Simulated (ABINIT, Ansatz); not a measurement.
**Be3Al (Pm-3m): zone-centre phonons**

Which modes does Be3Al (Pm-3m) have at the zone centre?

Method: DFT LDA, scalar-relativistic, plane waves, HGH norm-conserving pseudopotentials, in ABINIT 10.8.3.

The structure was built from a prototype and need not be the compound's stable phase.

**1. The structure**

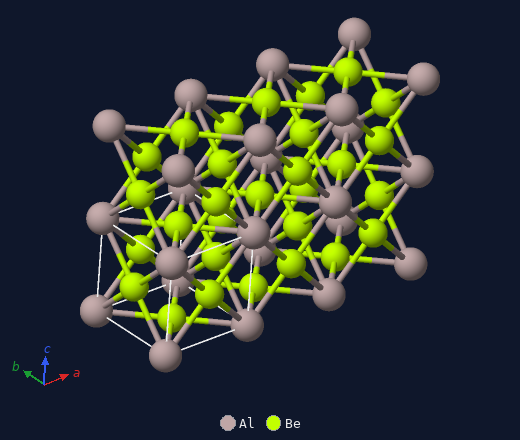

Start, viewed from a free direction; aluminium light grey, beryllium green. 3×1×2 cells are drawn. Some periodic images of atoms are drawn too.

Structure file:

```cif
data_structure
_symmetry_space_group_name_H-M 'P 1'
_symmetry_Int_Tables_number 1
_cell_length_a 3.4278
_cell_length_b 3.4278
_cell_length_c 3.4278
_cell_angle_alpha 90.000
_cell_angle_beta 90.000
_cell_angle_gamma 90.000
_cell_volume 40.27
loop_
_atom_site_label
_atom_site_type_symbol
_atom_site_fract_x
_atom_site_fract_y
_atom_site_fract_z
_atom_site_occupancy
Al1 Al 0.00000 0.00000 0.00000 1
Be2 Be 0.00000 0.50000 0.50000 1
Be3 Be 0.50000 0.00000 0.50000 1
Be4 Be 0.50000 0.50000 0.00000 1
```

**2. Relaxing the cell and atoms**

The harmonic expansion needs vanishing forces, and a free crystal bears no stress, so cell and atoms are brought to rest. Stress is more sensitive to the basis than forces are: the last 3 Ha under the cutoff are smoothed with ecutsm, and the cutoff is raised above that of the later runs.

The starting cell comes from a relaxation made beforehand in Ansatz (LDA, PseudoDojo NC).

Contents of relax.abi:

```
# relaxation
ionmov 2
optcell 2
dilatmx 1.08
ntime 40
tolmxf 1.0d-05
tolvrs 1.0d-14
prtwf 0
prtden 0
chksymtnons 0

# basis, mesh and filling
ecut 49.0
ecutsm 3.0
ixc 7
ngkpt 8 8 8
nshiftk 1
shiftk 0.0 0.0 0.0
istwfk *1
occopt 7
tsmear 0.01
nband 10
nstep 100
diemac 1000000.0
prtebands 0
prtgsr 0
useylm 1

# cell and atoms
acell 3*1.0 Angstrom
rprim 
    3.427762535 0.0 0.0
    0.0 3.427762535 0.0
    0.0 0.0 3.427762535
ntypat 2
znucl 13 4
natom 4
typat 1 2 2 2
xred 
    0.0 0.0 0.0
    0.0 0.5 0.5
    0.5 0.0 0.5
    0.5 0.5 0.0
pp_dirpath "./pseudo"
pseudos "Al.hgh, Be.hgh"
```

On the command line:

```bash
OMP_NUM_THREADS=1 mpirun -n 4 abinit relax.abi > relax.log
```

Numbers of over 12 decimals in the logs are rounded to 6 here.

relax.abo, the main output file:

```text
[banners, grids, parts of the stress and lines that vanish by symmetry left out]
- input  file    -> relax.abi
- output file    -> relax.abo
- root for input  files -> relaxi
[...]
Symmetries : space group Pm -3 m (#221); Bravais cP (primitive cubic)
[...]
mpw =        5649          nfft =      110592          nkpt =          35
[...]
== DATASET  1 ==================================================================
[...]
cutoff_energies: {ecut:  49.0, pawecutdg:  -1.0, }
[...]
Exchange-correlation functional for the present dataset will be:
  LDA: Perdew-Wang 92 LSD fit to Ceperley-Alder data - ixc=7
[...]
ETOT  1  -5.464741    -5.465E+00 2.586E-02 3.711E+02
 ETOT  2  -5.494105    -2.936E-02 1.695E-03 9.795E-01
 ETOT  3  -5.494159    -5.362E-05 8.197E-04 2.376E-02
 ETOT  4  -5.494160    -1.426E-06 8.056E-04 1.039E-04
 ETOT  5  -5.494160    -6.126E-09 3.151E-04 2.424E-07
[...]
At SCF step    9       vres2   =  6.98E-16 < tolvrs=  1.00E-14 =>converged.
[...]
sigma(1 1)=  6.10287878E-05  sigma(3 2)=  0.00000000E+00
  sigma(2 2)=  6.10287878E-05  sigma(3 1)=  0.00000000E+00
  sigma(3 3)=  6.10287878E-05  sigma(2 1)=  0.00000000E+00
[...]
convergence: {deltae:  4.263E-14, res2:  6.980E-16, residm:  1.414E-04, diffor: null, }
etotal    :  -5.49416035E+00
[...]
ETOT  1  -5.494237    -5.494E+00 9.906E-01 1.031E-02
[...]
At SCF step    7       vres2   =  6.79E-16 < tolvrs=  1.00E-14 =>converged.
[...]
sigma(1 1)=  4.28038029E-05  sigma(3 2)=  0.00000000E+00
  sigma(2 2)=  4.28038029E-05  sigma(3 1)=  0.00000000E+00
  sigma(3 3)=  4.28038029E-05  sigma(2 1)=  0.00000000E+00
[...]
convergence: {deltae:  7.017E-14, res2:  6.794E-16, residm:  1.422E-05, diffor: null, }
etotal    :  -5.49423776E+00
[...]
ETOT  1  -5.494307    -5.494E+00 1.084E-02 5.535E-02
[...]
At SCF step    7       vres2   =  3.18E-15 < tolvrs=  1.00E-14 =>converged.
[...]
sigma(1 1)= -6.85369857E-07  sigma(3 2)=  0.00000000E+00
  sigma(2 2)= -6.85369857E-07  sigma(3 1)=  0.00000000E+00
  sigma(3 3)= -6.85369857E-07  sigma(2 1)=  0.00000000E+00
[...]
convergence: {deltae:  9.770E-15, res2:  3.181E-15, residm:  1.925E-06, diffor: null, }
etotal    :  -5.49431038E+00
[...]
ETOT  1  -5.494310    -5.494E+00 1.239E-06 1.387E-05
[...]
ETOT  5  -5.494310     4.974E-14 1.772E-06 2.759E-14
 ETOT  6  -5.494310     6.217E-15 7.692E-07 2.271E-16
 At SCF step    6       vres2   =  2.27E-16 < tolvrs=  1.00E-14 =>converged.
[...]
sigma(1 1)=  7.38863555E-09  sigma(3 2)=  0.00000000E+00
  sigma(2 2)=  7.38863555E-09  sigma(3 1)=  0.00000000E+00
  sigma(3 3)=  7.38863556E-09  sigma(2 1)=  0.00000000E+00
[...]
convergence: {deltae:  6.217E-15, res2:  2.271E-16, residm:  7.692E-07, diffor: null, }
etotal    :  -5.49431040E+00
[...]
At Broyd/MD step   4, gradients are converged :
[...]
sigma(1 1)=  7.38863555E-09  sigma(3 2)=  0.00000000E+00
  sigma(2 2)=  7.38863555E-09  sigma(3 1)=  0.00000000E+00
  sigma(3 3)=  7.38863556E-09  sigma(2 1)=  0.00000000E+00
[...]
- sigma(1 1)=  2.17381163E-04  sigma(3 2)=  0.00000000E+00
- sigma(2 2)=  2.17381163E-04  sigma(3 1)=  0.00000000E+00
- sigma(3 3)=  2.17381163E-04  sigma(2 1)=  0.00000000E+00
[...]
fcart     -0.0000000000E+00 -0.0000000000E+00 -0.0000000000E+00
           strten      7.3886355549E-09  7.3886355549E-09  7.3886355558E-09
================================================================================

[key lines of the parts left out:]
pressure_GPa:  -2.1738E-04
Total energy (etotal) [Ha]= -5.49431039799010E+00
```

Run time: 66 s. Hardware: 4 MPI ranks of Intel Xeon at 2.70GHz, shared host.

The steps of the relaxation:

```
step  energy less that of the first step (eV)  largest force (eV/Å)  volume (Å³)
   1                                   0.0000                0.0000        40.27
   2                                  -0.0021                0.0000        40.05
   3                                  -0.0041                0.0000        39.55
   4                                  -0.0041                0.0000        39.56
```

```
conventional cell, symmetrised  before  after  change
                         a (Å)   3.428  3.407  -0.6 %
                         b (Å)   3.428  3.407  -0.6 %
                         c (Å)   3.428  3.407  -0.6 %
              volume (Å³/atom)   10.07   9.89  -1.8 %
```

The relaxed structure:

```xyz
4
Lattice="3.4072 0.0000 0.0000 0.0000 3.4072 0.0000 0.0000 0.0000 3.4072" Properties=species:S:1:pos:R:3 pbc="T T T"
Al    0.0000    0.0000    0.0000
Be    0.0000    1.7036    1.7036
Be    1.7036    0.0000    1.7036
Be    1.7036    1.7036    0.0000
```

This step gave:

| Quantity | Value |
| --- | --- |
| volume per atom | 9.889 Å³ |
| pressure | -2.17e-4 GPa |
| gap on the k-mesh | 0 eV |

The volume changes by -1.8 % from the cell with which this run began.

**3. Self-consistent run for the response**

The response is built on these wavefunctions, so the potential is converged far more tightly than an energy would need. Occupations are smeared.

Contents of gs.abi:

```
# ground state
tolvrs 1.0d-16
prtden 1
prtwf 1

# basis, mesh and filling
ecut 40.0
ixc 7
ngkpt 8 8 8
nshiftk 1
shiftk 0.0 0.0 0.0
istwfk *1
occopt 7
tsmear 0.01
nband 10
nstep 100
diemac 1000000.0
prtebands 0
prtgsr 0
useylm 1

# cell and atoms
acell 3*1.0 Angstrom
rprim 
    3.407239702 0.0 0.0
    0.0 3.407239702 0.0
    0.0 0.0 3.407239702
ntypat 2
znucl 13 4
natom 4
typat 1 2 2 2
xred 
    0.0 0.0 0.0
    0.0 0.5 0.5
    0.5 0.0 0.5
    0.5 0.5 0.0
pp_dirpath "./pseudo"
pseudos "Al.hgh, Be.hgh"
```

On the command line:

```bash
OMP_NUM_THREADS=1 mpirun -n 4 abinit gs.abi > gs.log
```

gs.abo, the main output file:

```text
[banners, grids, parts of the stress and lines that vanish by symmetry left out]
- input  file    -> gs.abi
- output file    -> gs.abo
- root for input  files -> gsi
[...]
Symmetries : space group Pm -3 m (#221); Bravais cP (primitive cubic)
[...]
mpw =        3242          nfft =       64000          nkpt =          35
[...]
== DATASET  1 ==================================================================
[...]
cutoff_energies: {ecut:  40.0, pawecutdg:  -1.0, }
[...]
Exchange-correlation functional for the present dataset will be:
  LDA: Perdew-Wang 92 LSD fit to Ceperley-Alder data - ixc=7
[...]
ETOT  1  -5.465540    -5.466E+00 1.861E-02 2.191E+02
 ETOT  2  -5.494260    -2.872E-02 2.654E-03 5.251E-01
 ETOT  3  -5.494307    -4.695E-05 6.444E-04 1.365E-02
 ETOT  4  -5.494309    -1.384E-06 5.651E-04 5.615E-05
 ETOT  5  -5.494309    -5.471E-09 2.643E-04 1.008E-07
[...]
ETOT  9  -5.494309    -8.438E-14 8.393E-05 3.989E-16
 ETOT 10  -5.494309    -5.507E-14 4.777E-05 6.628E-18
 At SCF step   10       vres2   =  6.63E-18 < tolvrs=  1.00E-16 =>converged.
[...]
sigma(1 1)=  4.00037365E-08  sigma(3 2)=  0.00000000E+00
  sigma(2 2)=  4.00037365E-08  sigma(3 1)=  0.00000000E+00
  sigma(3 3)=  4.00037365E-08  sigma(2 1)=  0.00000000E+00
[...]
convergence: {deltae: -5.507E-14, res2:  6.628E-18, residm:  4.777E-05, diffor: null, }
etotal    :  -5.49430865E+00
[...]
sigma(1 1)=  4.00037365E-08  sigma(3 2)=  0.00000000E+00
  sigma(2 2)=  4.00037365E-08  sigma(3 1)=  0.00000000E+00
  sigma(3 3)=  4.00037365E-08  sigma(2 1)=  0.00000000E+00
[...]
- sigma(1 1)=  1.17695056E-03  sigma(3 2)=  0.00000000E+00
- sigma(2 2)=  1.17695056E-03  sigma(3 1)=  0.00000000E+00
- sigma(3 3)=  1.17695056E-03  sigma(2 1)=  0.00000000E+00
[...]
fcart     -0.0000000000E+00 -0.0000000000E+00 -0.0000000000E+00
           strten      4.0003736476E-08  4.0003736474E-08  4.0003736474E-08
================================================================================

[key lines of the parts left out:]
pressure_GPa:  -1.1770E-03
```

It took 10 s on 4 MPI ranks; 40 s of CPU time.

Numbers from this step:

```yaml
pressure: -0.001177 GPa
```

The cell stands at -0.0012 GPa, close enough for phonons.

(Part 1 of 3 ends here.)

[Host names and launcher messages were left out of these logs when they were recorded.]

[Logs are printed without paths, hosts, clocks, repeated set-up lines and the standing remarks that a program may print on its own settings, such as how far it seeks lower states.]

[Hosts, paths, dates, database ids (printed as entryN), source tags and the programs' standing remarks are cut or masked in the printed files.]
